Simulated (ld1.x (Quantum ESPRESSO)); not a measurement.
## Mn: pseudopotential generation (part 2 of 2)

Continued. System: manganese (Mn, Z = 25), core [Ne], reference valence 3s2 3p6 3d5 4s2 4p0, valence charge 15. Method: RRKJ potential, LDA (PZ), fully relativistic, made with ld1.x (Quantum ESPRESSO) 7.5.

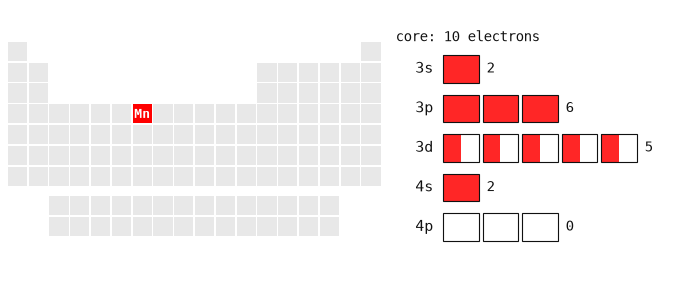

Left, the place of manganese in the periodic table; right, the valence shells of the reference configuration: a box for each of the 2l + 1 orbitals, shaded by the share of the shell that is filled, with the electron count at the right.

### Output of the test run (extracts), continued
```
     ---------------------- Testing the pseudopotential ----------------------

     Mn
     dirac relativistic calculation

     atomic number is 25.00   valence charge is 15.00
     dft =PZ   lsd =0 sic =0 latt =0  beta=0.20 tr2=1.0E-14
     mesh =1187 r(mesh) = 100.09544 xmin = -7.00 dx = 0.01250

     n l  j  nl             e AE (Ry)       e PS (Ry)    De AE-PS (Ry)
     1 0 0.5 3S   1( 2.00)       -8.92139       -8.97280        0.05141  !
     2 1 0.5 3P   1( 2.00)       -6.69619       -6.74607        0.04988  !
     2 1 1.5 3P   1( 4.00)       -6.59930       -6.64910        0.04980  !
     3 2 1.5 3D   1( 1.60)       -3.05541       -3.10310        0.04769  !
     3 2 2.5 3D   1( 2.40)       -3.04494       -3.09272        0.04779  !
     2 0 0.5 4S   1( 0.00)       -2.21735       -2.35636        0.13901  !
     3 1 0.5 4P   1( 0.00)       -1.72187       -1.85191        0.13004  !
     3 1 1.5 4P   1( 0.00)       -1.70947       -1.84038        0.13091  !

     eps = 2.6E-15  iter = 12

     Etot =   -2308.101478 Ry,   -1154.050739 Ha,  -31403.320402 eV
     Etotps =  -214.833932 Ry,    -107.416966 Ha,   -2922.964551 eV
     dEtot_ae =       4.214526 Ry
     dEtot_ps =       4.359968 Ry,   Delta E=      -0.145442 Ry

     Ekin =      96.297441 Ry,      48.148720 Ha,    1310.193428 eV
     Encl =    -386.348216 Ry,    -193.174108 Ha,   -5256.535270 eV
     Ehrt =     138.291176 Ry,      69.145588 Ha,    1881.547305 eV
     Ecxc =     -33.886057 Ry,     -16.943028 Ha,    -461.043291 eV
     (Ecc =     -11.601937 Ry,      -5.800969 Ha,    -157.852399 eV)
     Epseu=     -29.188276 Ry,     -14.594138 Ha,    -397.126722 eV

     ---------------------- End of pseudopotential test ----------------------

     ---------------------- Testing the pseudopotential ----------------------

     Mn
     dirac relativistic calculation

     atomic number is 25.00   valence charge is 15.00
     dft =PZ   lsd =0 sic =0 latt =0  beta=0.20 tr2=1.0E-14
     mesh =1187 r(mesh) = 100.09544 xmin = -7.00 dx = 0.01250

     n l  j  nl             e AE (Ry)       e PS (Ry)    De AE-PS (Ry)
     1 0 0.5 3S   1( 2.00)       -6.49862       -6.50417        0.00555  !
     2 1 0.5 3P   1( 2.00)       -4.28971       -4.29443        0.00472
     2 1 1.5 3P   1( 4.00)       -4.19565       -4.20030        0.00465
     3 2 1.5 3D   1( 2.00)       -0.73359       -0.73810        0.00451
     3 2 2.5 3D   1( 3.00)       -0.72468       -0.72919        0.00451
     2 0 0.5 4S   1( 0.00)       -0.52160       -0.53873        0.01712  !
     3 1 0.5 4P   1( 0.67)       -0.21105       -0.20887       -0.00218
     3 1 1.5 4P   1( 1.33)       -0.20685       -0.20441       -0.00243

     eps = 4.7E-15  iter = 22

     Etot =   -2311.722096 Ry,   -1155.861048 Ha,  -31452.581430 eV
     Etotps =  -218.567710 Ry,    -109.283855 Ha,   -2973.765184 eV
     dEtot_ae =       0.593907 Ry
     dEtot_ps =       0.626190 Ry,   Delta E=      -0.032283 Ry

     Ekin =     101.560997 Ry,      50.780499 Ha,    1381.807764 eV
     Encl =    -424.343826 Ry,    -212.171913 Ha,   -5773.491873 eV
     Ehrt =     170.428433 Ry,      85.214216 Ha,    2318.796955 eV
     Ecxc =     -35.965917 Ry,     -17.982958 Ha,    -489.341223 eV
     (Ecc =     -11.601937 Ry,      -5.800969 Ha,    -157.852399 eV)
     Epseu=     -30.247397 Ry,     -15.123699 Ha,    -411.536807 eV

     ---------------------- End of pseudopotential test ----------------------

     ---------------------- Testing the pseudopotential ----------------------

     Mn
     dirac relativistic calculation

     atomic number is 25.00   valence charge is 15.00
     dft =PZ   lsd =0 sic =0 latt =0  beta=0.20 tr2=1.0E-14
     mesh =1187 r(mesh) = 100.09544 xmin = -7.00 dx = 0.01250

     n l  j  nl             e AE (Ry)       e PS (Ry)    De AE-PS (Ry)
     1 0 0.5 3S   1( 2.00)       -7.42644       -7.43468        0.00823  !
     2 1 0.5 3P   1( 1.67)       -5.20282       -5.20816        0.00534  !
     2 1 1.5 3P   1( 3.33)       -5.10565       -5.11095        0.00529  !
     3 2 1.5 3D   1( 2.00)       -1.57406       -1.57884        0.00477
     3 2 2.5 3D   1( 3.00)       -1.56385       -1.56868        0.00483
     2 0 0.5 4S   1( 2.00)       -1.02322       -1.05606        0.03284  !
     3 1 0.5 4P   1( 0.00)       -0.63557       -0.65265        0.01708  !
     3 1 1.5 4P   1( 0.00)       -0.62846       -0.64566        0.01720  !

     eps = 2.7E-15  iter = 12

     Etot =   -2307.766197 Ry,   -1153.883098 Ha,  -31398.758671 eV
     Etotps =  -214.640826 Ry,    -107.320413 Ha,   -2920.337206 eV
     dEtot_ae =       4.549807 Ry
     dEtot_ps =       4.553074 Ry,   Delta E=      -0.003267 Ry

     Ekin =     102.136729 Ry,      51.068365 Ha,    1389.640994 eV
     Encl =    -408.876450 Ry,    -204.438225 Ha,   -5563.047498 eV
     Ehrt =     158.121198 Ry,      79.060599 Ha,    2151.348491 eV
     Ecxc =     -35.002425 Ry,     -17.501213 Ha,    -476.232257 eV
     (Ecc =     -11.601937 Ry,      -5.800969 Ha,    -157.852399 eV)
     Epseu=     -31.019878 Ry,     -15.509939 Ha,    -422.046936 eV

     ---------------------- End of pseudopotential test ----------------------

     ---------------------- Testing the pseudopotential ----------------------

     Mn
     dirac relativistic calculation

     atomic number is 25.00   valence charge is 15.00
     dft =PZ   lsd =0 sic =0 latt =0  beta=0.20 tr2=1.0E-14
     mesh =1187 r(mesh) = 100.09544 xmin = -7.00 dx = 0.01250

     n l  j  nl             e AE (Ry)       e PS (Ry)    De AE-PS (Ry)
     1 0 0.5 3S   1( 2.00)       -6.98828       -7.01340        0.02512  !
     2 1 0.5 3P   1( 2.00)       -4.77963       -4.80368        0.02405  !
     2 1 1.5 3P   1( 4.00)       -4.68563       -4.70957        0.02394  !
     3 2 1.5 3D   1( 2.00)       -1.22013       -1.24412        0.02399  !
     3 2 2.5 3D   1( 3.00)       -1.21114       -1.23513        0.02398  !
     2 0 0.5 4S   1( 0.00)       -0.95487       -0.99850        0.04362  !
     3 1 0.5 4P   1( 0.33)       -0.60109       -0.62704        0.02595  !
     3 1 1.5 4P   1( 0.67)       -0.59516       -0.62093        0.02577  !

     eps = 5.4E-15  iter = 16

     Etot =   -2311.326012 Ry,   -1155.663006 Ha,  -31447.192429 eV
     Etotps =  -218.161474 Ry,    -109.080737 Ha,   -2968.238068 eV
     dEtot_ae =       0.989992 Ry
     dEtot_ps =       1.032425 Ry,   Delta E=      -0.042434 Ry

     Ekin =     101.430018 Ry,      50.715009 Ha,    1380.025699 eV
     Encl =    -416.805266 Ry,    -208.402633 Ha,   -5670.924541 eV
     Ehrt =     163.149794 Ry,      81.574897 Ha,    2219.766037 eV
     Ecxc =     -35.599083 Ry,     -17.799542 Ha,    -484.350202 eV
     (Ecc =     -11.601937 Ry,      -5.800969 Ha,    -157.852399 eV)
     Epseu=     -30.336937 Ry,     -15.168469 Ha,    -412.755061 eV

     ---------------------- End of pseudopotential test ----------------------

     ---------------------- Testing the pseudopotential ----------------------

     Mn
     dirac relativistic calculation

     atomic number is 25.00   valence charge is 15.00
     dft =PZ   lsd =0 sic =0 latt =0  beta=0.20 tr2=1.0E-14
     mesh =1187 r(mesh) = 100.09544 xmin = -7.00 dx = 0.01250

     n l  j  nl             e AE (Ry)       e PS (Ry)    De AE-PS (Ry)
     1 0 0.5 3S   1( 2.00)       -7.34570       -7.34830        0.00260
     2 1 0.5 3P   1( 2.00)       -5.12368       -5.12682        0.00315
     2 1 1.5 3P   1( 4.00)       -5.02719       -5.03054        0.00335
     3 2 1.5 3D   1( 1.60)       -1.51278       -1.51288        0.00011
     3 2 2.5 3D   1( 2.40)       -1.50278       -1.50299        0.00021
     2 0 0.5 4S   1( 2.00)       -1.01386       -1.04642        0.03256  !
     3 1 0.5 4P   1( 0.00)       -0.63057       -0.64797        0.01740  !
     3 1 1.5 4P   1( 0.00)       -0.62361       -0.64110        0.01749  !

     eps = 9.9E-15  iter = 11

     Etot =   -2311.327634 Ry,   -1155.663817 Ha,  -31447.214489 eV
     Etotps =  -218.204116 Ry,    -109.102058 Ha,   -2968.818237 eV
     dEtot_ae =       0.988370 Ry
     dEtot_ps =       0.989784 Ry,   Delta E=      -0.001414 Ry

     Ekin =      96.471212 Ry,      48.235606 Ha,    1312.557705 eV
     Encl =    -410.324579 Ry,    -205.162289 Ha,   -5582.750300 eV
     Ehrt =     159.088955 Ry,      79.544478 Ha,    2164.515504 eV
     Ecxc =     -35.151170 Ry,     -17.575585 Ha,    -478.256032 eV
     (Ecc =     -11.601937 Ry,      -5.800969 Ha,    -157.852399 eV)
     Epseu=     -28.288534 Ry,     -14.144267 Ha,    -384.885113 eV

     ---------------------- End of pseudopotential test ----------------------
```

### Results in brief

- outcome: generated; the Bessel test doesn't meet the 3d5/2 level; the pseudo-atom misses its reference levels by up to 0.18 eV (4s, which has no pseudo-wave of its own)
- reference test: the pseudo-atom misses its own reference levels by up to 0.18 eV
- largest excitation error: -1979 meV (all-electron minus pseudo) for 3s2 3p6 3d4 4s0 4p0, out of 7 test configurations
- range over which the phases arctan(r u′/u) at the test radius agree within 0.05 rad (a looser test near the poles than one of phase shifts): s: up to about 1.7 Ry; p1/2: up to about 4.4 Ry; p3/2: up to about 4.5 Ry; d3/2: over the whole range computed; d5/2: over the whole range computed
- hardware: 1 CPU thread, shared host
- wall time: 1.7 s

### Remarks

An excitation error of 1979 meV in its own tests makes this a poorly transferable potential. In the spherical-Bessel test 3d5/2 stands at −0.432 Ry at the top cutoff of 400 Ry against −0.512 Ry all-electron; 3d3/2 stands at −0.441 Ry at the top cutoff of 400 Ry against −0.520 Ry all-electron; 3p3/2 stands at −3.906 Ry at the top cutoff of 400 Ry against −3.973 Ry all-electron (3 more miss too). Either such a state needs more than 400 Ry, or the test doesn't rebuild this potential faithfully. No cutoff can be given, and the search for ghost states has no verdict.
